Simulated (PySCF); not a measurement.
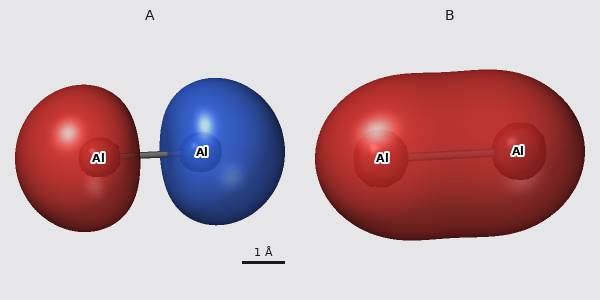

Al$_{2}$ (charge −1, quartet). Two frontier β-spin orbitals, each drawn at the value that holds 80 % of its norm (red and blue are the two phases), in no order; of a degenerate pair one member is drawn.

The calculation used PBE0/aug-pcseg-1, non-relativistic, at a bond length of 2.573 Å in PySCF.

Question: Label each orbital by symmetry, say whether it is occupied, and order them by energy.

Answer: Orbital B: σg, occupied in this spin, −4.68 eV; with no node between the nuclei.
Orbital A: σu, occupied in this spin, −1.81 eV; antibonding, with a node between the atoms.
